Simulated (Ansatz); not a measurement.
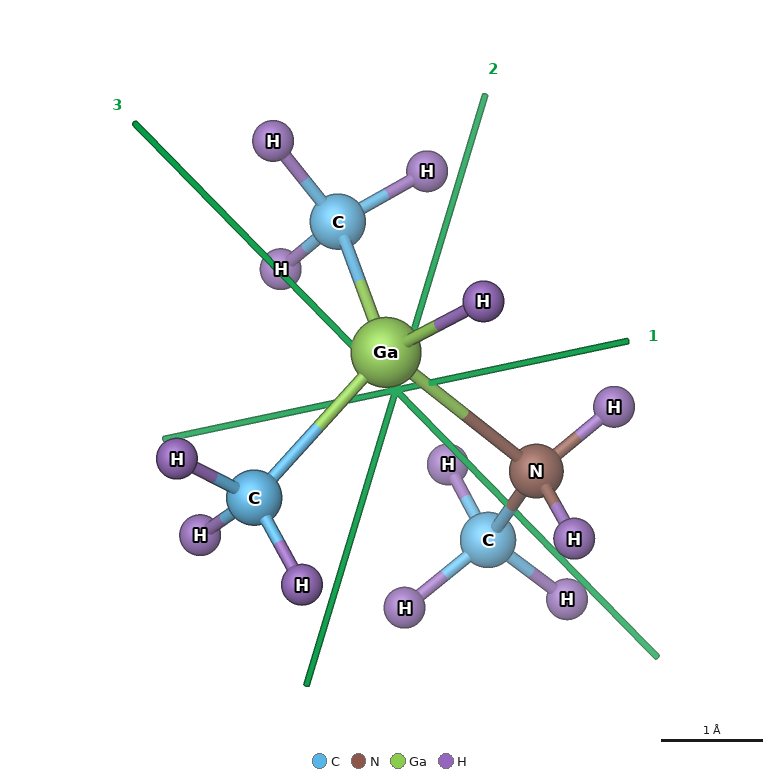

The three principal axes of inertia are drawn and numbered. Atoms fade into the background with distance from the viewer. The geometry was computed by an optimisation with PBE-D4/def2-SVP. No frequency run is at hand to confirm it as a minimum. Masses are those of the most abundant isotopes; constants are for the rigid equilibrium geometry.

Which line is the a axis (least moment of inertia), which b and which c?

a is line 3, b is line 2, c is line 1; the moments are 146, 223, 278 u Å².

What kind of rotor is it, and what are its rotational constants in GHz?

An asymmetric top (Cs): A = 3.46, B = 2.27, C = 1.82 GHz. Ray's parameter κ is −0.45, nearer the prolate limit.
